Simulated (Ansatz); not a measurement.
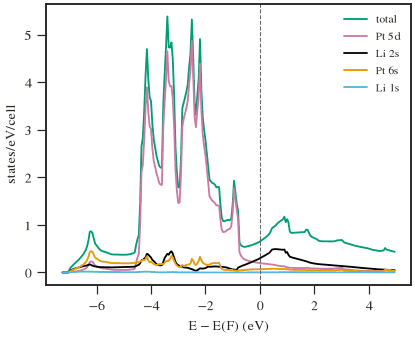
Figure. Total and projected density of states of Li₂Pt in space group P6/mmm (No. 191; Li on 2d, Pt on 1a), DFT-r²SCAN in the program Ansatz with PAW potentials

Question: Which orbitals carry the states next to the Fermi level?

Answer: Within 0.5 eV of the Fermi level: Li 2s 45 %, Pt 5d 30 %, Pt 6s 10 %, outside the projected shells 15 %. Projections are on Löwdin-orthogonalised atomic valence shells; empty p or d shells of many metals are not among them.

Question: Where is the tallest occupied peak in this window, and what makes it?

Answer: Near -3.4 eV, about 5.4 states/eV per cell; the largest projected share is Pt 5d.

The first step of the workflow began from a Materials Project structure, measured or hypothetical; the Crystallography Open Database files this formula in space group No. 191, but the cells were not matched. Its standing as an ambient phase is unchecked. The cell was relaxed with r²SCAN under the symmetry of its start; its stability against distortions is not shown here. The run is not spin-polarised. Scalar-relativistic: spin–orbit coupling is off unless named, which matters more the heavier the elements.

Potentials: the later of the program's two PAW sets.
